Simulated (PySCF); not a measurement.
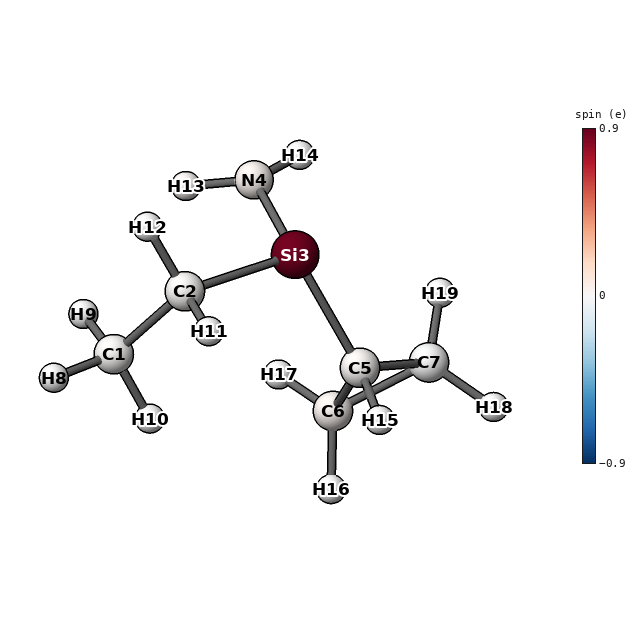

Atoms are coloured by their Mulliken spin populations. State: neutral, doublet. The computed structure is the end point of a GFN2-xTB optimisation. No frequency run is at hand to confirm it as a minimum. Level of theory: UKS B3LYP, pcH-1 on C H N Si, non-relativistic (PySCF 2.14.0).

List the Mulliken spin populations.

```json
{"atom": "C1", "value (e)": "0.01"}
{"atom": "C2", "value (e)": "0.01"}
{"atom": "Si3", "value (e)": "0.87"}
{"atom": "N4", "value (e)": "0.03"}
{"atom": "C5", "value (e)": "0.02"}
{"atom": "C6", "value (e)": "0.03"}
{"atom": "C7", "value (e)": "0.00"}
{"atom": "H8", "value (e)": "0.01"}
{"atom": "H9", "value (e)": "0.00"}
{"atom": "H10", "value (e)": "0.00"}
{"atom": "H11", "value (e)": "0.00"}
{"atom": "H12", "value (e)": "0.00"}
{"atom": "H13", "value (e)": "0.02"}
{"atom": "H14", "value (e)": "0.00"}
{"atom": "H15", "value (e)": "0.00"}
{"atom": "H16", "value (e)": "0.00"}
{"atom": "H17", "value (e)": "0.00"}
{"atom": "H18", "value (e)": "0.00"}
{"atom": "H19", "value (e)": "0.01"}
```

Mulliken values depend strongly on the basis set. The geometry is semi-empirical. Around Si such bond lengths and angles can be off by a tenth of an ångström or more and by several degrees, and values that hang on the shape move with them.
